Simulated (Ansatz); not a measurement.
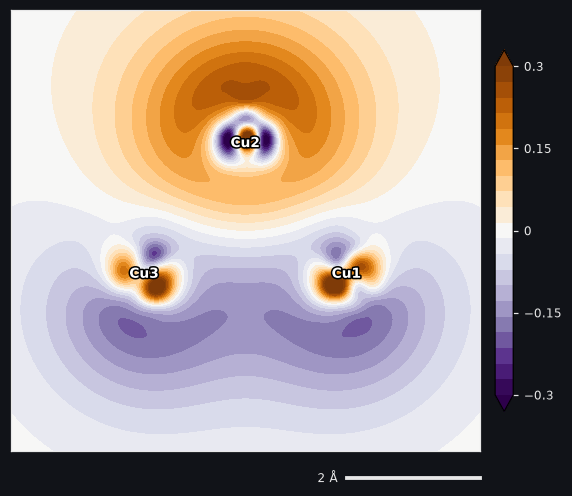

*Cu3 (charge +1, quintet). The HOMO (α) on the molecular plane (values in Å⁻³ᐟ²; the overall sign is arbitrary).*

Geometry: PBE0-D4/def2-TZVP.

These are results of UKS PBE0-D4/def2-TZVP in Ansatz, not measurements.

Input file:

```
crystal:
  periodic: [false, false, false]
  atoms:
    - {symbol: Cu, position_ang: [-0.557004, 1.402612, 0.696230]}
    - {symbol: Cu, position_ang: [-0.090860, -0.001336, -1.311808]}
    - {symbol: Cu, position_ang: [0.647864, -1.401277, 0.615569]}
basis:
  gaussian: {orbitals: def2-TZVP, initial_orbitals: start.molden}
total_charge: 1
magnetization: {spin_polarized: true, initial_magnetization: 4}
hamiltonian: {xc: pbe0, dispersion: d4}
scf: {omitted_lower_state_checks: [starts]}
output: {orbitals: {seedname: orbitals}}
```

Launched as:

```sh
ansatz run in.yaml --threads 4 --pin off --events-out ev --progress --plain --max-ram 3916MiB
```

### What is the character of this orbital?

It lies mainly on Cu2 (about 50 %), Cu1 (about 25 %) and Cu3 (about 25 %). Its energy is −9.91 eV.
